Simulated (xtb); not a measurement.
# Geometry relaxation, with input and output: SnCl$_{5}$ (charge −1) (part 1 of 3)

- system: SnCl$_{5}$, charge −1
- method: GFN1-xTB (xtb 6.7.1)

The geometry comes from this level: GFN2-xTB.

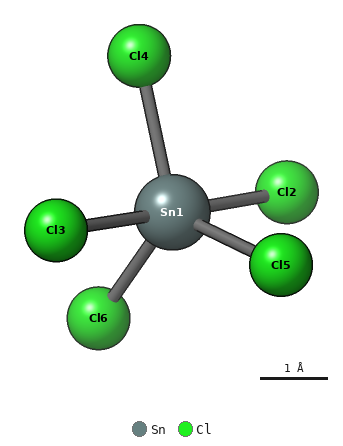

**Figure 1.** The input geometry (ball-and-stick view, seen at a tilt; atoms are numbered from 1 in the order of the input). Sticks mark near contacts. Bond lengths as drawn: Cl–Sn 2.41 to 2.46 Å.

The input (input.xyz):
```
6

Sn     0.00147000    -0.00299000     0.00338000
Cl    -0.00733000    -0.02363000     2.46313000
Cl     0.04444000    -0.01121000    -2.45546000
Cl     2.42158000     0.03979000     0.02110000
Cl    -1.22256000     2.07663000    -0.02676000
Cl    -1.23761000    -2.07860000    -0.00539000
```

Command:
```bash
xtb --ohess vtight -c -1 --gfn1 -P 1 -- input.xyz > input.out
```

Output:
```
* xtb version 6.7.1
   ID    Z sym.   atoms
    1   50 Sn     1
    2   17 Cl     2-6

           -------------------------------------------------
          |                Calculation Setup                |
           -------------------------------------------------

          program call               : xtb --ohess vtight -c -1 --gfn1 -P 1 -- input.xyz
          coordinate file            : input.xyz
          omp threads                :                     1

########################################################################
[WARNING] Please study the warnings concerning your input carefully
-1- prog_main_parseArguments: The use of '--gfn1' is discouraged, please use '--gfn 1' next time
########################################################################

           -------------------------------------------------
          |                 G F N 1 - x T B                 |
           -------------------------------------------------

      * Hamiltonian:
        H0-scaling (s, p, d)           1.850000    2.250000    2.000000
        zeta-weighting                 0.000000
      * Dispersion:
        s8                             2.400000
        a1                             0.630000
        a2                             5.000000
        s9                             0.000000
      * Repulsion:
        kExp                           1.500000
        rExp                           1.000000
      * Coulomb:
        alpha                          2.000000
        third order                    atomic
        anisotropic                    false
      * Halogen bond correction:
        rad-scale                      1.300000
        damping                        0.440000

          ...................................................
          :                      SETUP                      :
          :.................................................:
          :  # basis functions                  60          :
          :  # atomic orbitals                  54          :
          :  # shells                           18          :
          :  # electrons                        40          :
          :  # halogen bonds                     0          :
          :  max. iterations                   250          :
          :  Hamiltonian                  GFN1-xTB          :
          :  restarted?                      false          :
          :  GBSA solvation                  false          :
          :  PC potential                    false          :
          :  electronic temp.          300.0000000     K    :
          :  accuracy                    1.0000000          :
          :  -> integral cutoff          0.2500000E+02      :
          :  -> integral neglect         0.1000000E-07      :
          :  -> SCF convergence          0.1000000E-05 Eh   :
          :  -> wf. convergence          0.2000000E-04 e    :
          :  Broyden damping             0.4000000          :
          :  net charge                         -1          :
          :  unpaired electrons                  0          :
          ...................................................

 iter      E             dE          RMSdq      gap      omega  full diag
   1    -24.1926558 -0.241927E+02  0.378E+00    2.43       0.0  T
   2    -24.2032337 -0.105778E-01  0.237E+00    2.45       1.0  T
   3    -24.2032771 -0.434248E-04  0.658E-01    2.43       1.0  T
   4    -24.2032829 -0.586144E-05  0.350E-02    2.43       1.2  T
   5    -24.2032840 -0.102292E-05  0.561E-03    2.43       7.3  T
   6    -24.2032840 -0.459543E-07  0.168E-03    2.43      24.3  T
   7    -24.2032840 -0.439494E-08  0.223E-04    2.43     183.1  T
   8    -24.2032840 -0.195858E-09  0.354E-05    2.43    1154.2  T
   9    -24.2032840 -0.495959E-11  0.869E-07    2.43   46972.0  T

   *** convergence criteria satisfied after 9 iterations ***

         #    Occupation            Energy/Eh            Energy/eV
      -------------------------------------------------------------
         1        2.0000           -0.8128331             -22.1183
       ...           ...                  ...                  ...
        14        2.0000           -0.3336642              -9.0795
        15        2.0000           -0.3261451              -8.8749
        16        2.0000           -0.3249082              -8.8412
        17        2.0000           -0.3246061              -8.8330
        18        2.0000           -0.3244569              -8.8289
        19        2.0000           -0.3231891              -8.7944
        20        2.0000           -0.3226588              -8.7800 (HOMO)
        21                         -0.2333827              -6.3507 (LUMO)
        22                          0.0012349               0.0336
        23                          0.0057211               0.1557
        24                          0.0618707               1.6836
        25                          0.1030734               2.8048
       ...                                ...                  ...
        54                          0.8933555              24.3094
      -------------------------------------------------------------
                  HL-Gap            0.0892762 Eh            2.4293 eV
             Fermi-level           -0.2780208 Eh           -7.5653 eV

 SCC (total)                   0 d,  0 h,  0 min,  0.020 sec
 SCC setup                      ...        0 min,  0.000 sec (  0.456%)
 Dispersion                     ...        0 min,  0.000 sec (  0.166%)
 classical contributions        ...        0 min,  0.000 sec (  0.032%)
 integral evaluation            ...        0 min,  0.005 sec ( 23.130%)
 iterations                     ...        0 min,  0.007 sec ( 33.987%)
 molecular gradient             ...        0 min,  0.008 sec ( 40.981%)
 printout                       ...        0 min,  0.000 sec (  1.168%)

         :::::::::::::::::::::::::::::::::::::::::::::::::::::
         ::                     SUMMARY                     ::
         :::::::::::::::::::::::::::::::::::::::::::::::::::::
         :: total energy             -24.199867310244 Eh    ::
         :: gradient norm              0.005372185829 Eh/a0 ::
         :: HOMO-LUMO gap              2.429327707891 eV    ::
         ::.................................................::
         :: SCC energy               -24.203284020996 Eh    ::
         :: -> electrostatic           0.070793165438 Eh    ::
         :: repulsion energy           0.008145731194 Eh    ::
         :: dispersion energy         -0.004729020442 Eh    ::
         :: halogen bond corr.         0.000000000000 Eh    ::
         :: add. restraining           0.000000000000 Eh    ::
         :: total charge              -1.000000000000 e     ::
         :::::::::::::::::::::::::::::::::::::::::::::::::::::

      -----------------------------------------------------------
     |                   =====================                   |
     |                        A N C O P T                        |
     |                   =====================                   |
     |               Approximate Normal Coordinate               |
     |                Rational Function Optimizer                |
      -----------------------------------------------------------

          ...................................................
          :                      SETUP                      :
          :.................................................:
          :   optimization level         verytight          :
          :   max. optcycles                   200          :
          :   ANC micro-cycles                  20          :
          :   degrees of freedom                12          :
          :.................................................:
          :   RF solver                   davidson          :
          :   write xtbopt.log                true          :
          :   linear?                        false          :
          :   energy convergence         0.1000000E-06 Eh   :
          :   grad. convergence          0.2000000E-03 Eh/α :
          :   maximum RF displ.          1.0000000          :
          :   Hlow (freq-cutoff)         0.1000000E-01      :
          :   Hmax (freq-cutoff)         5.0000000          :
          :   S6 in model hess.         20.0000000          :
          ...................................................

generating ANC from exact Hessian ...
Using Lindh-Hessian (1995)
 Shifting diagonal of input Hessian by    1.0143999955231804E-002
 Lowest  eigenvalues of input Hessian
    0.010000    0.010023    0.000000    0.000000    0.000000    0.000000
    0.000000    0.000000    0.010819    0.010867    0.010997    0.011070
    0.011137    0.036236    0.042182    0.087440    0.088060    0.088454
 Highest eigenvalues
    0.011137    0.036236    0.042182    0.087440    0.088060    0.088454

........................................................................
.............................. CYCLE    1 ..............................
........................................................................

 iter      E             dE          RMSdq      gap      omega  full diag
   1    -24.2032840 -0.242033E+02  0.328E-07    2.43       0.0  T
   2    -24.2032840  0.248690E-13  0.122E-07    2.43  100000.0  T
   3    -24.2032840 -0.106581E-13  0.627E-08    2.43  100000.0  T
     SCC iter.                  ...        0 min,  0.002 sec
     gradient                   ...        0 min,  0.008 sec
 * total energy  :   -24.1998673 Eh     change       -0.1065814E-13 Eh
   gradient norm :     0.0053722 Eh/α   predicted     0.0000000E+00 (-100.00%)
   displ. norm   :     0.1451230 α      lambda       -0.7205450E-03
   maximum displ.:     0.1231304 α      in ANC's #9, #5, #4, ...

........................................................................
.............................. CYCLE    2 ..............................
........................................................................

 iter      E             dE          RMSdq      gap      omega  full diag
   1    -24.2051612 -0.242052E+02  0.266E-01    2.65       0.0  T
   2    -24.2052081 -0.468638E-04  0.107E-01    2.64       1.0  T
   3    -24.2052151 -0.698879E-05  0.133E-02    2.63       3.1  T
   4    -24.2052151 -0.222916E-07  0.620E-03    2.63       6.6  T
   5    -24.2052151 -0.357177E-08  0.277E-04    2.63     147.2  T
   6    -24.2052151 -0.139156E-09  0.415E-05    2.63     982.7  T
   7    -24.2052151 -0.121858E-11  0.136E-05    2.63    2991.3  T
     SCC iter.                  ...        0 min,  0.005 sec
     gradient                   ...        0 min,  0.008 sec
 * total energy  :   -24.1999448 Eh     change       -0.7745661E-04 Eh
   gradient norm :     0.0047497 Eh/α   predicted    -0.3678615E-03 ( 374.93%)
   displ. norm   :     0.0713229 α      lambda       -0.2988755E-03
   maximum displ.:     0.0491145 α      in ANC's #9, #5, #8, ...

........................................................................
.............................. CYCLE    3 ..............................
........................................................................

 iter      E             dE          RMSdq      gap      omega  full diag
   1    -24.2044118 -0.242044E+02  0.619E-02    2.52       0.0  T
   2    -24.2044151 -0.325623E-05  0.261E-02    2.52       1.6  T
   3    -24.2044153 -0.206126E-06  0.753E-03    2.53       5.4  T
   4    -24.2044153 -0.458370E-08  0.164E-03    2.53      24.8  T
   5    -24.2044153 -0.120424E-08  0.214E-04    2.53     190.6  T
   6    -24.2044153 -0.359144E-10  0.166E-05    2.53    2465.2  T
   7    -24.2044153 -0.195399E-12  0.553E-06    2.53    7378.6  T
     SCC iter.                  ...        0 min,  0.004 sec
     gradient                   ...        0 min,  0.008 sec
 * total energy  :   -24.2000797 Eh     change       -0.1349761E-03 Eh
   gradient norm :     0.0009307 Eh/α   predicted    -0.1501983E-03 (  11.28%)
   displ. norm   :     0.0457062 α      lambda       -0.2083569E-04
   maximum displ.:     0.0234367 α      in ANC's #8, #1, #5, ...

........................................................................
.............................. CYCLE    4 ..............................
........................................................................

 iter      E             dE          RMSdq      gap      omega  full diag
   1    -24.2043749 -0.242044E+02  0.891E-02    2.53       0.0  T
   2    -24.2043815 -0.656432E-05  0.332E-02    2.53       1.2  T
   3    -24.2043824 -0.890729E-06  0.212E-03    2.54      19.2  T
   4    -24.2043824 -0.491772E-08  0.371E-04    2.54     109.9  T
   5    -24.2043824 -0.183711E-10  0.152E-04    2.54     268.6  T
   6    -24.2043824 -0.500933E-11  0.492E-06    2.54    8295.3  T
     SCC iter.                  ...        0 min,  0.004 sec
     gradient                   ...        0 min,  0.008 sec
 * total energy  :   -24.2000743 Eh     change        0.5461484E-05 Eh
   gradient norm :     0.0014623 Eh/α   predicted    -0.1042816E-04 (-290.94%)
   displ. norm   :     0.0323751 α      lambda       -0.2122940E-04
   maximum displ.:     0.0182415 α      in ANC's #4, #1, #7, ...

........................................................................
.............................. CYCLE    5 ..............................
........................................................................

 iter      E             dE          RMSdq      gap      omega  full diag
   1    -24.2045022 -0.242045E+02  0.433E-02    2.55       0.0  T
   2    -24.2045040 -0.187798E-05  0.155E-02    2.55       2.6  T
   3    -24.2045042 -0.201021E-06  0.169E-03    2.54      24.2  T
   4    -24.2045042 -0.218463E-08  0.422E-04    2.54      96.8  T
   5    -24.2045042 -0.149463E-10  0.102E-04    2.54     399.5  T
   6    -24.2045042 -0.200728E-11  0.388E-06    2.54   10523.4  T
     SCC iter.                  ...        0 min,  0.004 sec
     gradient                   ...        0 min,  0.008 sec
 * total energy  :   -24.2000889 Eh     change       -0.1464502E-04 Eh
   gradient norm :     0.0005234 Eh/α   predicted    -0.1061944E-04 ( -27.49%)
   displ. norm   :     0.0285999 α      lambda       -0.7994140E-05
   maximum displ.:     0.0191489 α      in ANC's #8, #1, #5, ...
```
